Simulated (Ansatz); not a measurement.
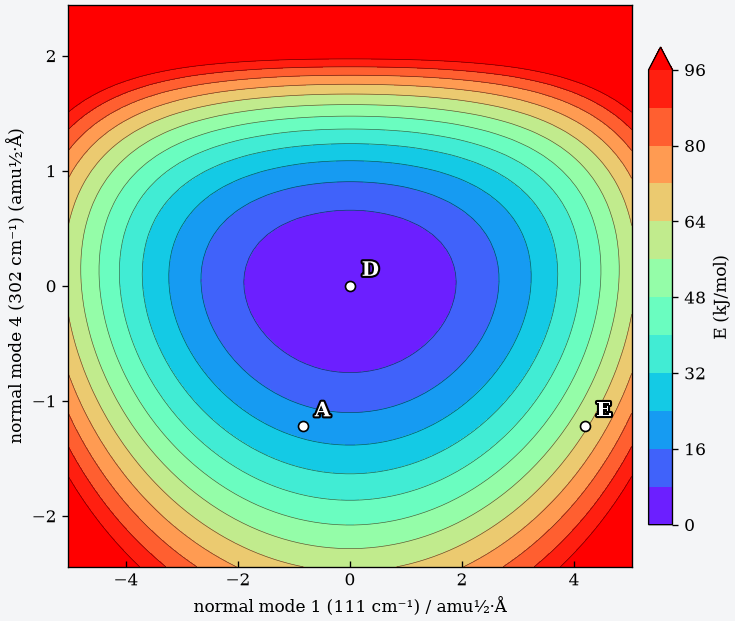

BrCl₂GeH, SMILES [Cl][GeH]([Cl])[Br]. 
- Coordinates scanned: (1) normal mode 1 (111 cm⁻¹); (2) normal mode 4 (302 cm⁻¹).
- Nothing is relaxed (straight displacements along the two mass-weighted modes).
- The scan uses a 13 × 13 grid.
- All energies are given in kJ/mol relative to the lowest grid point.
- These are results of RKS PBE-D4/def2-SVP (Ansatz 0.2.0), not measurements.

Drawn: filled contours, one colour for all values above the top of the scale, lettered points. Between grid points the surface is interpolated.

Q: What kind of point is each of A, D, E: minimum, saddle, maximum or slope?

A: A: on a slope; D: minimum; E: on a slope. (In these two coordinates alone; a stationary point may lie a little off the grid point.)

Q: Rank the lettered points by energy, lowest first.

A: D (0 kJ/mol), A (21 kJ/mol), E (63 kJ/mol).
